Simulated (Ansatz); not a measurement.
# AlH (SMILES [AlH]): levels of theory compared

We compute a comparison of 6 runs (BLYP/3-21G, wB97M-V/3-21G, HSE06/cc-pVTZ, RPA@PBE/3-21G, RPA@PBE/cc-pVTZ, UMP2/cc-pVTZ) of AlH. 

The calculation is run with Ansatz 0.2.0.

53 further runs of the same task are left out: 53 set aside as unsound or not needed.

### 1 The molecule

AlH: 2 atoms, total charge 0, spin state singlet. SMILES: `[AlH]`. The H2–Al1 distance was set to 4.034 Å, away from the relaxed value.

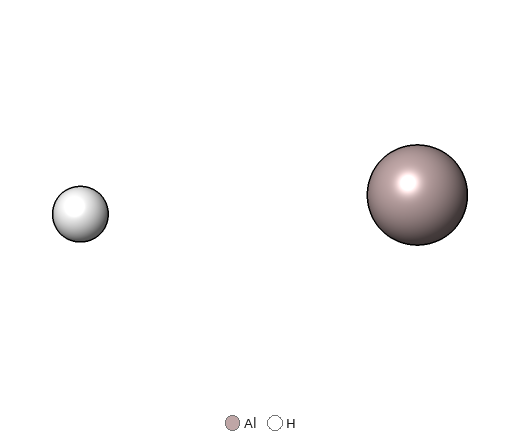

Viewed from a chosen angle; aluminium light grey, hydrogen white.

### 2 A single-point energy at BLYP/3-21G (run 1)

run.yaml

```yaml
crystal:
  periodic: [false, false, false]
  atoms:
    - symbol: Al
      position_ang: [0.000000, 0.000000, -2.420230]
    - symbol: H
      position_ang: [0.000000, 0.000000, 1.613470]
basis:
  gaussian:
    orbitals: 3-21G.json
hamiltonian:
  xc: {name: BLYP}
accuracy: high
```

The basis set 3-21G is read from a file made from the Basis Set Exchange's data (not shown).

Started as:

```
$ ansatz run run.yaml --threads 1 --pin off --max-ram 2610MiB --events-out events.jsonl --progress --plain --runs-dir runs
```

Output:

```text
Warning: RAYON_NUM_THREADS=1 ignored (pool sized by the plan → 1); use --threads N
Functional definition: BLYP
  name "BLYP"
  parameter beta = 0.0042
  parameter a = 0.04918
  parameter b = 0.132
  parameter c = 0.2533
  parameter d = 0.349
  exchange = b88_x(beta = beta)
  correlation = lyp_c(a = a, b = b, c = c, d = d)
270 factors; integrals over basis functions are off by at most 4.6e-9 eV
mean field evaluation 1: about -6567.3814 eV, gradient 1.8e1 eV
mean field evaluation 2: about -6557.6497 eV, gradient 1.9e1 eV
mean field evaluation 4: about -6571.5189 eV, gradient 6.1e0 eV
mean field evaluation 8: about -6571.5189 eV, gradient 6.1e0 eV
mean field evaluation 16: about -6571.8754 eV, gradient 7.1e-5 eV
mean field -6571.87540073 eV, -241.5119663997 hartree, gradient 6.2e-8 eV, S^2 0.000000; 1 other end points of the search recorded, 0 dependent functions left out
reference -6571.87543899 eV, -241.5119678057 hartree; 7, 7 occupied and 8, 8 virtual orbitals, 270 factors
Total energy: -6571.87543899 eV, -241.5119678057 hartree
```

Wall time 0.73 s (1 thread of Intel Xeon Platinum 8259CL at 2.50GHz (Skylake/Cascade Lake), shared host).

### 3 The energy at wB97M-V/3-21G (run 2)

input.yaml

```yaml
crystal:
  periodic: [false, false, false]
  atoms:
    - symbol: Al
      position_ang: [0.000000, 0.000000, -2.420230]
    - symbol: H
      position_ang: [0.000000, 0.000000, 1.613470]
basis:
  gaussian: {orbitals: 3-21G.json}
hamiltonian: {xc: {name: wB97M-V}}
accuracy: high
```

The basis set 3-21G is read from a file made from the Basis Set Exchange's data (not shown).

Started as:

```
$ ansatz run input.yaml --threads 1 --pin off --max-ram 2610MiB --events-out events.jsonl --progress --plain --runs-dir runs
```

Output, shortened:

```text
Warning: RAYON_NUM_THREADS=1 ignored (pool sized by the plan → 1); use --threads N
Functional definition: wB97M-V
  name "wB97M-V"
[...]
  gx(w, u) = 1 - cx + cx01*u + cx10*w
  gss(w, u) = css00 + css04*u^4 + css10*w + css20*w^2 + css43*w^4*u^3
  gos(w, u) = cos00 + cos10*w + (cos20 + cos21*u)*w^2 + (cos60 + cos61*u)*w^6
[...]
      + integral(e_c_pw_mod_opposite_spin*gos(b97_w_opposite, b97_u_opposite)) + vv10(b, c)
270 factors; integrals over basis functions are off by at most 4.6e-9 eV
120 factors; integrals over basis functions are off by at most 2.0e-9 eV
[...]
mean field -6570.60884682 eV, -241.4654214018 hartree, gradient 5.2e-8 eV, S^2 0.000000; 1 other end points of the search recorded, 0 dependent functions left out
reference -6570.60884991 eV, -241.4654215155 hartree; 7, 7 occupied and 8, 8 virtual orbitals, 270 factors
Total energy: -6570.60884991 eV, -241.4654215155 hartree
```

It took 5.4 s on 1 thread of Intel Xeon Platinum 8259CL at 2.50GHz (Skylake/Cascade Lake), shared host; peak memory 0.19 GiB.

Runs 3 to 5 aren't shown in full; the table further down has their settings and results.

### 4 The energy at UMP2/cc-pVTZ (run 6)

run.yaml

```yaml
crystal:
  periodic: [false, false, false]
  atoms:
    - {symbol: Al, position_ang: [0.000000, 0.000000, -2.420230]}
    - {symbol: H, position_ang: [0.000000, 0.000000, 1.613470]}
basis:
  gaussian:
    orbitals: cc-pVTZ
magnetization:
  spin_polarized: true
  initial_magnetization: 0
correlation:
  method: mp2
  frozen_orbitals: {Al: 5, H: 0}
accuracy: high
```

Started as:

```
$ ansatz run run.yaml --threads 1 --pin off --max-ram 2610MiB --events-out events.jsonl --progress --plain --runs-dir runs
```

Output, shortened:

```text
Warning: RAYON_NUM_THREADS=1 ignored (pool sized by the plan → 1); use --threads N
Functional definition: HF
  name "HF"
[...]
534 factors; integrals over basis functions are off by at most 2.9e-9 eV
[...]
mean field -6595.49002830 eV, -242.3797879564 hartree, gradient 3.5e-9 eV, S^2 0.991658; 13 other end points of the search recorded, 0 dependent functions left out
5 core orbitals not correlated: weight in the atoms' cores, before any rotation towards them, 1.000 or more for the frozen orbitals, at most 0.000 for the correlated occupied ones
reference -6595.49002830 eV, -242.3797879564 hartree; 2, 2 occupied and 41, 41 virtual orbitals, 534 factors
second order -0.99287147 eV of doubles, -0.00000000 eV of singles
Total energy: -6596.48289977 eV, -242.4162753100 hartree
```

Run time: 1.6 s. Hardware: 1 thread of Intel Xeon Platinum 8259CL at 2.50GHz (Skylake/Cascade Lake), shared host; peak memory 0.098 GiB.

### 5 All runs side by side

```
run            level  frozen core orbitals  energy (Eh)  wall time
  1       BLYP/3-21G                     –  -241.511968     0.73 s
  2    wB97M-V/3-21G                     –  -241.465422      5.4 s
  3    HSE06/cc-pVTZ                     –  -242.728351      1.7 s
  4    RPA@PBE/3-21G                     5  -241.103448     0.99 s
  5  RPA@PBE/cc-pVTZ                     5  -242.493291        3 s
  6     UMP2/cc-pVTZ                     5  -242.416275      1.6 s
```

### 6 Outcome

```
                                          quantity          value
                               run 6: total energy  -242.41628 Eh
run 6: correlation energy (5 core orbitals frozen)      -36.5 mEh
          run 6: ⟨S²⟩ of the reference determinant          0.992
```

What this shows: Totals of different functionals can't be ranked against each other. In runs 4, 5 the log says that unrestricted orbitals would lower the reference, so the values rest on an unstable closed-shell determinant (other closed-shell runs at this shape may share the fault). Spin contamination of the reference: run 6 ⟨S²⟩ = 0.99. Where it is this large, the reference is a mixture of spin states, and values that rest on it are in doubt. All runs together took 13 s, the longest 5.4 s.
